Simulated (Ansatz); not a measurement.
The calculation's input:

```
crystal:
  periodic: [false, false, false]
  atoms:
    - { symbol: Zn, position_ang: [0.0, 0.0, 0.0] }
    - { symbol: O, position_ang: [0.0, 0.0, 2.14] }
    - { symbol: H, position_ang: [-0.9095, -0.2814, 2.4771] }
    - { symbol: Cl, position_ang: [0.0, 0.0, -2.24] }
    - { symbol: F, position_ang: [1.8304, 0.5018, 0.6306] }
    - { symbol: H, position_ang: [1.2151, 0.3331, 1.7126] }
basis:
  gaussian: { orbitals: def2-SVP }
hamiltonian:
  xc: hf
relax:
  f_tol: 0.15
  max_steps: 25
  restrain:
    - { distance: [0, 4], at: 1.7, k: 30.0 }
    - { distance: [5, 1], at: 1.01, k: 30.0 }
    - { distance: [0, 1], at: 2.99, k: 30.0 }
    - { distance: [5, 4], at: 2.12, k: 30.0 }
output:
  orbitals: {}
```

Run with:

```sh
ansatz run input.yaml --threads 1 --pin off --max-ram 2048MiB --backend cpu --events-out ev --progress --plain --runs-dir out
```

The fields are those of the run's last geometry, not of the input's.

Not at a stationary point (largest force 1.4 eV/Å).

Theory: Ansatz 0.2.0, RHF/def2-SVP.

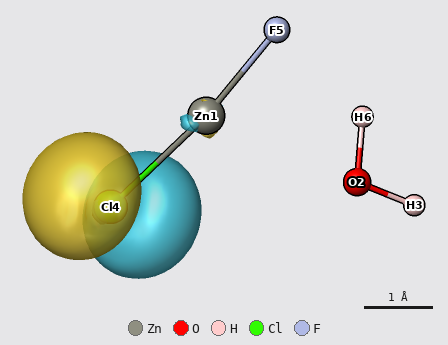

ClFZn···H$_{2}$O. The HOMO−1 at ±0.2 Å⁻³ᐟ² (yellow and cyan are the two phases), seen at a tilt.

What is the character of this orbital?

It lies mainly on Cl4 (about 95 %) and Zn1 (about 5 %); largely a lone pair of Cl4. Its energy is −12.00 eV.
